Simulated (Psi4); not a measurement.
# CF3 (trifluoromethyl radical): U-revPBE/def2-SVPD

Aim: the energy change on altering one bond length of CF3 (trifluoromethyl radical) at U-revPBE/def2-SVPD, from 2 runs. 

Program for the calculation: Psi4 1.11.

### 1 The system as given

CF3: 4 atoms, total charge 0, spin state doublet. SMILES: `F[C](F)F`. The shape is that of a PBE0-D4/def2-TZVP optimisation.

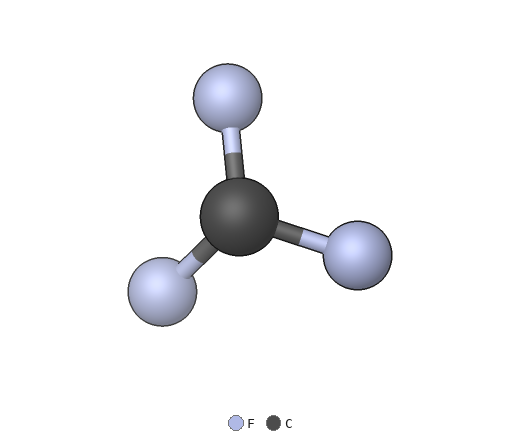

Viewed from a chosen angle; fluorine light blue, carbon dark grey.

### 2 Energy and forces at U-revPBE/def2-SVPD

input.json

```json
{
  "schema_name": "qcschema_input",
  "schema_version": 1,
  "molecule": {
    "schema_name": "qcschema_molecule",
    "schema_version": 2,
    "symbols": ["F", "C", "F", "F"],
    "geometry": [-2.31963882, 0.04705418, 0.50153331, -0.07464418, -0.1124387, -0.54178448, 1.24514054, -1.97457483, 0.42953475, 1.14914246, 2.03995935, -0.38909461],
    "molecular_charge": 0,
    "molecular_multiplicity": 2,
    "fix_symmetry": "c1"
  },
  "driver": "gradient",
  "model": {
    "method": "revpbe",
    "basis": "def2-SVPD"
  },
  "keywords": {
    "reference": "uks",
    "puream": true,
    "e_convergence": 1e-09,
    "d_convergence": 1e-08,
    "scf_type": "pk",
    "dft_radial_points": 99,
    "dft_spherical_points": 590,
    "maxiter": 100,
    "scf_properties": ["LOWDIN_CHARGES", "MAYER_INDICES", "DIPOLE"]
  }
}
```

Launch:

```
$ psi4 --qcschema input.json -n 1 --memory 1600MB
```

stdout:

```text
[...]
  Running in c1 symmetry.
[...]
  Nuclear repulsion =  124.596026562554357
[...]
  Multiplicity = 2
[...]
  Nalpha       = 17
  Nbeta        = 16
[...]
    Number of basis functions: 89
[...]
   @UKS iter   1:  -337.17359399611365   -8.42787e-03   4.54910e-03 ADIIS/DIIS
[...]
   @UKS iter  11:  -337.22501778242622   -1.93268e-12   2.85001e-09 DIIS
[...]
   @S^2 Observed:                7.514110353E-01
[...]
    Orbital Energies [Eh]
    ---------------------
    Alpha Occupied:
       1A    -24.353307     2A    -24.353274     3A    -24.353215
       4A    -10.161574     5A     -1.240818     6A     -1.154371
       7A     -1.154311     8A     -0.651175     9A     -0.568926
      10A     -0.568902    11A     -0.528967    12A     -0.441188
      13A     -0.441174    14A     -0.410463    15A     -0.410433
      16A     -0.383117    17A     -0.225981
    Alpha Virtual:
      18A      0.010813    19A      0.060335    20A      0.060347
      21A      0.077566    22A      0.123647    23A      0.123679
      24A      0.141734    25A      0.144165    26A      0.144180
[...]
  @UKS Final Energy:  -337.22501778242622
   => Energetics <=
    Nuclear Repulsion Energy =            124.5960265625543570
    One-Electron Energy =                -714.8832090154182879
    Two-Electron Energy =                 289.6521389095912582
    DFT Exchange-Correlation Energy =     -36.5899742391535483
    Empirical Dispersion Energy =           0.0000000000000000
    VV10 Nonlocal Energy =                  0.0000000000000000
    Total Energy =                       -337.2250177824262209
[...]
 Multipole Moments:
 ------------------------------------------------------------------------------------
     Multipole            Electronic (a.u.)      Nuclear  (a.u.)        Total (a.u.)
 ------------------------------------------------------------------------------------
 L = 1.  Multiply by 2.5417464519 to convert [e a0] to [Debye]
 Dipole X            :          0.0151584           -0.0259235           -0.0107652
 Dipole Y            :          0.0224578           -0.0390494           -0.0165916
 Dipole Z            :          0.1094681           -0.1881753           -0.0787073
 Magnitude           :                                                    0.0811542
[...]
  -Total Gradient:
     Atom            X                  Y                   Z
    ------   -----------------  -----------------  -----------------
       1        0.022867005952    -0.001233813549    -0.008902598464
       2        0.002365439339     0.003437470135     0.016982434990
       3       -0.013109870860     0.019225430706    -0.008207470023
       4       -0.012143342963    -0.021425082055     0.000109747428
[...]
```

The result, in JSON:

```text
{
 "driver": "gradient",
 "model": {
  "method": "revpbe",
  "basis": "def2-SVPD"
 },
 "success": true,
 "return_result": [0.02286700595153668, -0.0012338135486513087, -0.008902598464148898, 0.002365439339068312, 0.0034374701353497156, 0.01698243499041635, -0.013109870859532413, 0.019225430705882174, -0.008207470023255087, -0.012143342962593562, -0.02142508205528193, 0.00010974742754367786],
 "properties": {
  "calcinfo_nbasis": 89,
  "calcinfo_nmo": 89,
  "calcinfo_nalpha": 17,
  "calcinfo_nbeta": 16,
  "calcinfo_natom": 4,
  "nuclear_repulsion_energy": 124.59602656255436,
  "return_energy": -337.2250177824262,
  "return_gradient": [0.02286700595153668, -0.0012338135486513087, -0.008902598464148898, 0.002365439339068312, 0.0034374701353497156, 0.01698243499041635, -0.013109870859532413, 0.019225430705882174, -0.008207470023255087, -0.012143342962593562, -0.02142508205528193, 0.00010974742754367786],
  "scf_one_electron_energy": -714.8832090154183,
  "scf_two_electron_energy": 289.65213890959126,
  "scf_xc_energy": -36.58997423915355,
  "scf_dipole_moment": [-0.010765162181481491, -0.016591554305408263, -0.07870726972733261],
  "scf_total_energy": -337.2250177824262,
  "scf_total_gradient": [0.02286700595153668, -0.0012338135486513087, -0.008902598464148898, 0.002365439339068312, 0.0034374701353497156, 0.01698243499041635, -0.013109870859532413, 0.019225430705882174, -0.008207470023255087, -0.012143342962593562, -0.02142508205528193, 0.00010974742754367786],
  "scf_iterations": 11
 }
}
```

It took 16 s on 1 thread of Intel Xeon 6975P-C (Granite Rapids), shared host; peak memory 0.89 GiB.

### 3 The distorted shape

cf3.xyz

```xyz
4
CF3
F     -1.405656     0.037557     0.348194
C     -0.039500    -0.059500    -0.286700
F      0.658900    -1.044900     0.227300
F      0.608100     1.079500    -0.205900
```

job.py

```python
import psi4

psi4.set_memory('1600 MB')
psi4.set_num_threads(1)
psi4.core.set_output_file('cf3.out', False)

with open('cf3.xyz') as f:
    atoms = ''.join(f.readlines()[2:])
geom = psi4.geometry('0 2\n' + atoms + 'symmetry c1')

options = {'reference': 'uks', 'puream': True, 'e_convergence': 1e-09, 'd_convergence': 1e-08, 'scf_type': 'pk', 'dft_radial_points': 99, 'dft_spherical_points': 590, 'maxiter': 100}
psi4.set_options(options)

e_tot, wfn = psi4.gradient('revpbe/def2-SVPD', return_wfn=True)
psi4.oeprop(wfn, 'MULLIKEN_CHARGES', 'MAYER_INDICES', 'QUADRUPOLE', title='REVPBE')
print('gradient / Eh bohr^-1')
print(e_tot.np.round(6))
print(f'energy = {wfn.energy():.10f} Eh')
```

Launch:

```
$ python job.py
```

cf3.out (excerpt; [...] marks lines left out):

```text
[...]
  Running in c1 symmetry.
[...]
  Nuclear repulsion =  118.958736363822112
[...]
  Multiplicity = 2
[...]
  Nalpha       = 17
  Nbeta        = 16
[...]
    Number of basis functions: 89
[...]
   @UKS iter   1:  -337.15932775058076   -1.93681e-01   4.65417e-03 DIIS/ADIIS
[...]
   @UKS iter  12:  -337.21400995397232   -1.36424e-11   6.91359e-09 DIIS
[...]
   @S^2 Observed:                7.515805711E-01
[...]
  @UKS Final Energy:  -337.21400995397232
   => Energetics <=
    Nuclear Repulsion Energy =            118.9587363638221120
    One-Electron Energy =                -703.7816526558771102
    Two-Electron Energy =                 284.1024734974374724
    DFT Exchange-Correlation Energy =     -36.4935671593548392
    Empirical Dispersion Energy =           0.0000000000000000
    VV10 Nonlocal Energy =                  0.0000000000000000
    Total Energy =                       -337.2140099539723224
[...]
  -Total Gradient:
     Atom            X                  Y                   Z
    ------   -----------------  -----------------  -----------------
       1       -0.058441303619     0.003340090695     0.023081211963
       2        0.053707783236    -0.002248592864    -0.016898920088
       3        0.002203132859     0.006179242459    -0.004462569111
       4        0.002534035520    -0.007264906750    -0.001692200866
[...]
 Multipole Moments:
 ------------------------------------------------------------------------------------
     Multipole            Electronic (a.u.)      Nuclear  (a.u.)        Total (a.u.)
 ------------------------------------------------------------------------------------
 L = 1.  Multiply by 2.5417464519 to convert [e a0] to [Debye]
 Dipole X            :          0.3593964            0.0033071            0.3627034
 Dipole Y            :          0.0135926           -0.0411260           -0.0275334
 Dipole Z            :          0.0257501           -0.2017596           -0.1760095
 Magnitude           :                                                    0.4040931
 L = 2.  Multiply by 1.3450342976 to convert [e a0^2] to [Debye ang]
 Quadrupole XX       :       -105.5363669           89.1365554          -16.3998114
 Quadrupole XY       :          2.6427284           -2.6291531            0.0135752
[...]
  Mulliken Charges: (a.u.)
   Center  Symbol    Alpha    Beta     Spin     Total
[...]
```

On the terminal:

```text
gradient / Eh bohr^-1
[[-0.058441  0.00334   0.023081]
 [ 0.053708 -0.002249 -0.016899]
 [ 0.002203  0.006179 -0.004463]
 [ 0.002534 -0.007265 -0.001692]]
energy = -337.2140099540 Eh
```

It took 16 s on 1 thread of Intel Xeon 6975P-C (Granite Rapids), shared host; peak memory 0.88 GiB.

### 4 What came out

Level: U-revPBE/def2-SVPD.

| quantity | value |
| --- | --- |
| first shape: total energy | -337.22502 Eh |
| first shape: dipole moment | 0.21 D |
| first shape: HOMO energy (highest over α and β) | -6.15 eV |
| first shape: LUMO energy (lowest over α and β) | -3.61 eV |
| first shape: ⟨S²⟩ | 0.751 |
| first shape: largest force on an atom | 1.269 eV/Å |
| distorted shape: total energy | -337.21401 Eh |
| distorted shape: dipole moment | 1.03 D |
| distorted shape: HOMO energy (highest over α and β) | -6.80 eV |
| distorted shape: LUMO energy (lowest over α and β) | -4.29 eV |
| distorted shape: ⟨S²⟩ | 0.752 |
| distorted shape: largest force on an atom | 3.236 eV/Å |
| energy change with the F1–C2 bond stretched from 1.313 to 1.510 Å | 0.300 eV |

**Reading.** With the F1–C2 bond stretched from 1.313 to 1.510 Å the energy rises by 0.30 eV (6.9 kcal/mol). The first shape isn't relaxed at this level, so the change isn't measured from a minimum. The largest force (first shape) is 1.27 eV/Å: the shape isn't a stationary point for this species at this level.
